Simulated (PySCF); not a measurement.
**C3H7FO2Si: density, localisation and related maps**

The calculation's input:

```
{"job": {"kind": "nmr", "xc": "PBE0", "basis": "pcSseg-1"}, "charge": 0, "multiplicity": 1}
O     -0.482168    -0.943553     0.675771
C     -0.172739    -0.057714    -0.084706
C      1.236367     0.291681    -0.458850
C      2.251415    -0.595435     0.224333
F      3.511920    -0.221645    -0.165086
O     -1.085188     0.713278    -0.677775
Si    -2.734815     0.383703    -0.309959
H      1.411743     1.350983    -0.209896
H      1.333721     0.223915    -1.554607
H      2.088742    -1.652048    -0.042932
H      2.171227    -0.509269     1.320003
H     -2.987017     0.590350     1.139881
H     -3.457776     1.398685    -1.119220
H     -3.092332    -0.990333    -0.748885
```

Run with:

```sh
OMP_NUM_THREADS=1 python probes_run.py task.json out
```

Geometry: PBE0-D3(BJ)/def2-SVP.

Theory: PBE0/pcSseg-1, SCF density, gas phase, non-relativistic (PySCF 2.14.0).

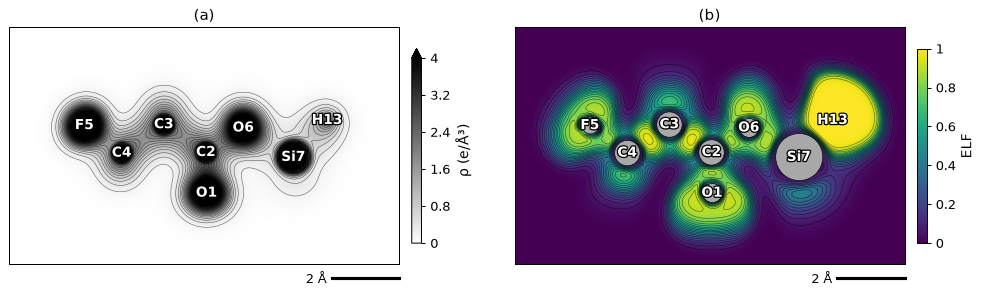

Figure 1. (a) electron density; (b) ELF on the plane of atoms O1, C2 and O6. Grey discs cover the atomic cores in the ELF map.

> Describe what can be read from this map.

- The plane passes through O, C, F, Si and H nuclei.
- C–O (1.21 Å): ρ at the midpoint is about 3.3 e/Å³; the ELF peaks at about 0.85 between the atoms; a short, multiple covalent bond.
- C–F (1.37 Å): the density is about 2.1 e/Å³ at the midpoint, with its minimum of 1.7 e/Å³ about 0.5 Å from C; the ELF peaks at about 0.85 between the atoms (a polar covalent bond).
- C–C (1.50 Å): the density is about 1.8 e/Å³ at the midpoint; the ELF peaks at about 0.95 between the atoms: a shared electron pair.
- Si–O (1.72 Å): ρ is about 0.96 e/Å³ halfway; the ELF peaks at about 0.90 between the atoms (a shared but strongly polarised pair).
- C–O (1.33 Å): ρ at the midpoint is about 2.5 e/Å³; the ELF peaks at about 0.85 between the atoms: a shared but strongly polarised pair.
- The ELF also peaks beside O1, F5 and O6, away from the bonds: lone-pair regions.

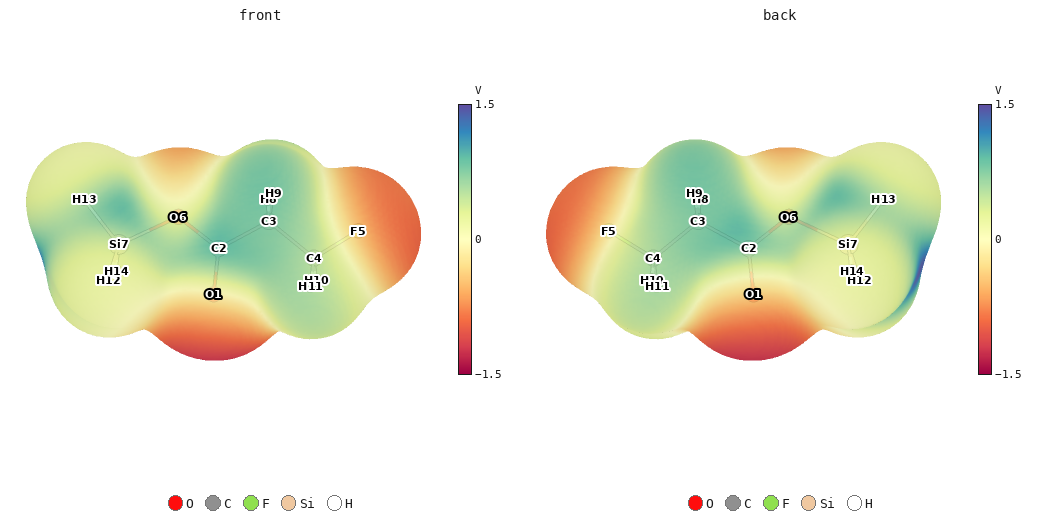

Figure 2. The molecular electrostatic potential painted on the density surface at 0.001 e/bohr³, seen from the front and from behind; red is negative and blue positive.

> Where is the surface potential most negative and most positive?

The most negative region (about −1.2 V) lies over O1, the most positive (about +1.3 V) over Si7. O1 is the likeliest acceptor of a hydrogen bond.
